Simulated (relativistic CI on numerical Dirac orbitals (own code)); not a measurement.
**Re⁺ (5d6) in crystal fields: levels and magnetism**

How does a crystal field split the 5d6 shell of Re⁺, and what follows for the ground state and χT? 6 fields tried.

The numbers are computed with relativistic CI on numerical Dirac orbitals (own code) version 1 (Dirac-Coulomb-Breit CI, KLI orbitals optimised for each configuration, model QED (radiative potential, 1s self-energy scaled to tabulated hydrogen-like ionisation energies), valence Slater integrals scaled by 0.9, one configuration in a parametric crystal field), except any that are marked as measured or tabulated.

### 1 Starting point

| Item | Value |
| --- | --- |
| ion | Re⁺ (Re II) |
| nuclear charge | 75 |
| electrons | 74 |
| open shell | 5d6 |
| Slater scale | 0.9 |
| field 1 (cm⁻¹) | D4h, 10Dq = 17150, Ds = -1500, Dt = 550 |
| field 2 (cm⁻¹) | D4h, 10Dq = 17150, Ds = -1090, Dt = 550 |
| field 3 (cm⁻¹) | D4h, 10Dq = 17150, Ds = -680, Dt = 550 |
| field 4 (cm⁻¹) | D4h, 10Dq = 17150, Ds = -270, Dt = 550 |
| field 5 (cm⁻¹) | D4h, 10Dq = 17150, Ds = 140, Dt = 550 |
| field 6 (cm⁻¹) | D4h, 10Dq = 17150, Ds = 550, Dt = 550 |

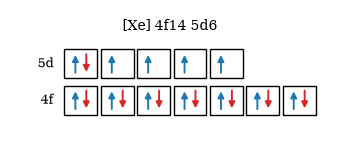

The shells outside the core, filled by Hund's rule for the drawing.

### 2 Field 1: D4h, 10Dq = 17150, Ds = -1500, Dt = 550

Settings, as recorded:

```ini
atom Re  Z=75  charge=1  electrons=74
nucleus A=187  rms_radius_fm=5.3698
hamiltonian dirac-coulomb  breit=on  qed=on  c_scale=1
orbitals kli  potential=per-configuration
slater_scale 0.9
correlation none
mixing on
configurations
  [Xe] 4f14 5d6
end
crystal_field D4h 10Dq=17150 Ds=-1500 Dt=550
```

### 3 Field 2: D4h, 10Dq = 17150, Ds = -1090, Dt = 550

The settings differ from step 2 so:

```diff
@@ -10,2 +10,2 @@
 end
-crystal_field D4h 10Dq=17150 Ds=-1500 Dt=550
+crystal_field D4h 10Dq=17150 Ds=-1090 Dt=550
```

### 4 Field 3: D4h, 10Dq = 17150, Ds = -680, Dt = 550

The settings differ from step 3 so:

```diff
@@ -10,2 +10,2 @@
 end
-crystal_field D4h 10Dq=17150 Ds=-1090 Dt=550
+crystal_field D4h 10Dq=17150 Ds=-680 Dt=550
```

### 5 Field 4: D4h, 10Dq = 17150, Ds = -270, Dt = 550

The settings differ from step 4 so:

```diff
@@ -10,2 +10,2 @@
 end
-crystal_field D4h 10Dq=17150 Ds=-680 Dt=550
+crystal_field D4h 10Dq=17150 Ds=-270 Dt=550
```

### 6 Field 5: D4h, 10Dq = 17150, Ds = 140, Dt = 550

The settings differ from step 5 so:

```diff
@@ -10,2 +10,2 @@
 end
-crystal_field D4h 10Dq=17150 Ds=-270 Dt=550
+crystal_field D4h 10Dq=17150 Ds=140 Dt=550
```

### 7 Field 6: D4h, 10Dq = 17150, Ds = 550, Dt = 550

The settings differ from step 6 so:

```diff
@@ -10,2 +10,2 @@
 end
-crystal_field D4h 10Dq=17150 Ds=140 Dt=550
+crystal_field D4h 10Dq=17150 Ds=550 Dt=550
```

(Steps that only read results are left out.)

Before running it: what results should come out? Wanted: ground spin.

As calculated:

| field | ground state | degeneracy | S | J | first gap (cm⁻¹) | stabilisation (cm⁻¹) | χT at 2 K | χT at 300 K |
| --- | --- | --- | --- | --- | --- | --- | --- | --- |
| 1: D4h | A1 | 1 | 0.70 | 4.19 | 2530 | -12264 | 0.001 | 0.200 |
| 2: D4h | A1 | 1 | 0.59 | 4.24 | 3224 | -12117 | 0.001 | 0.158 |
| 3: D4h | A1 | 1 | 0.52 | 4.27 | 3959 | -12039 | 0.001 | 0.140 |
| 4: D4h | A1 | 1 | 0.49 | 4.29 | 4698 | -12007 | 0.001 | 0.133 |
| 5: D4h | A1 | 1 | 0.48 | 4.30 | 4625 | -12011 | 0.001 | 0.132 |
| 6: D4h | A1 | 1 | 0.48 | 4.30 | 4182 | -12041 | 0.001 | 0.135 |

χT is in cm³ K/mol; stabilisation counts from the free ion's lowest level; S and J come from the expectation values of their squares.

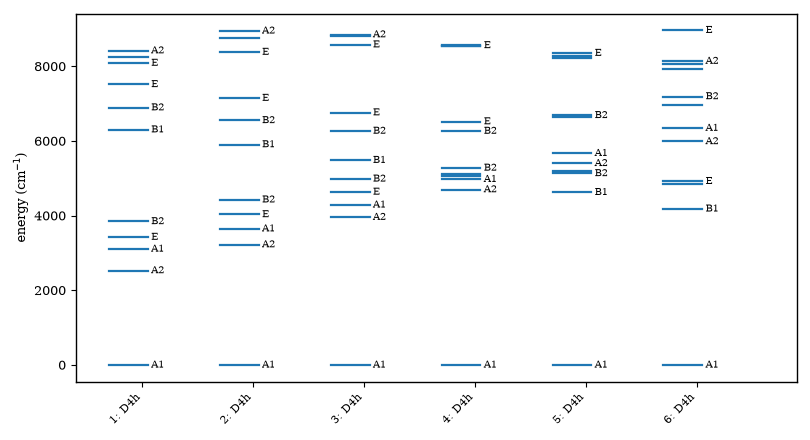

The lowest levels in each field.

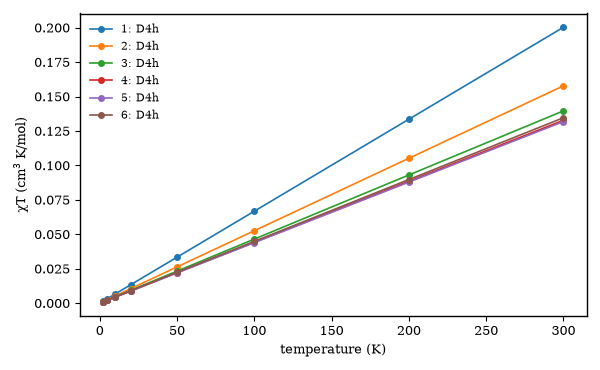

χT against temperature, by Van Vleck's formula.

| quantity | value |
| --- | --- |
| ground spin (effective S from ⟨S²⟩) | 1: 0.70, 2: 0.59, 3: 0.52, 4: 0.49, 5: 0.48, 6: 0.48 |
| χT at 300 K | 0.13 to 0.20 cm³ K/mol |

**Reading.** S of the ground state lies between 0.48 and 0.70: spin-orbit coupling mixes spin states. Fields 1, 2, 3, 4, 5, 6 leave a non-degenerate ground state well apart, so χT falls towards zero on cooling. The field is a set of parameters, without covalency or charge transfer.
